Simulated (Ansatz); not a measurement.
The calculation's input:

```
crystal:
  periodic: [false, false, false]
  atoms:
    - { symbol: C, position_ang: [0.1548, 2.5377, 1.3128] }
    - { symbol: C, position_ang: [0.2224, 1.3809, 1.3219] }
    - { symbol: Si, position_ang: [0.3729, -0.421, 1.3374] }
    - { symbol: B, position_ang: [-0.536, -1.1795, -0.1142] }
    - { symbol: Si, position_ang: [-0.1933, -0.6987, -1.9553] }
    - { symbol: H, position_ang: [0.0008, 3.6512, 1.2803] }
    - { symbol: H, position_ang: [1.8512, -0.7737, 1.2008] }
    - { symbol: H, position_ang: [-0.0605, -0.9298, 2.622] }
    - { symbol: H, position_ang: [-1.4779, -1.9382, 0.1536] }
    - { symbol: H, position_ang: [-0.3637, 0.7619, -2.0702] }
    - { symbol: H, position_ang: [-1.1103, -1.3975, -2.8353] }
    - { symbol: H, position_ang: [1.2165, -1.0483, -2.2199] }
basis:
  gaussian: { orbitals: def2-SVP }
hamiltonian:
  xc: pbe0
  dispersion: d4
relax:
  f_tol: 0.015
  max_steps: 40
output:
  orbitals: {}
```

Launched as:

```sh
ansatz run input.yaml --threads 2 --pin off --max-ram 3072MiB --backend cpu --events-out ev --progress --plain --runs-dir out
```

The fields are those of the relaxed geometry.

These are results of Ansatz 0.2.0, RKS PBE0-D4/def2-SVP, not measurements.

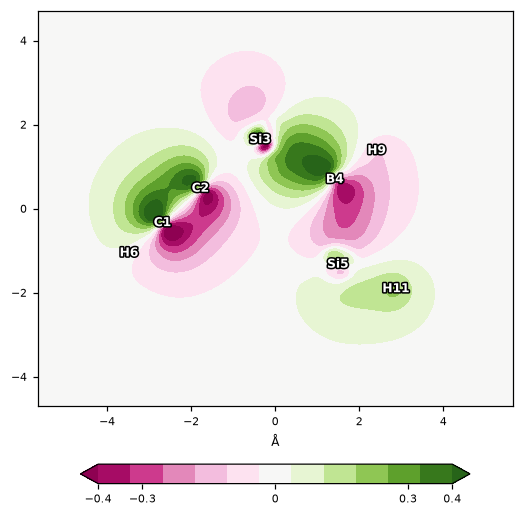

C2H7BSi2. The HOMO on the plane of atoms Si3, B4 and Si5 (values in Å⁻³ᐟ²; the overall sign is arbitrary).

Describe this orbital and give its energy.

It lies mainly on B4 (about 20 %), C1 (about 20 %), Si3 (about 15 %), C2 (about 15 %) and Si5 (about 10 %). Its energy is −7.74 eV.
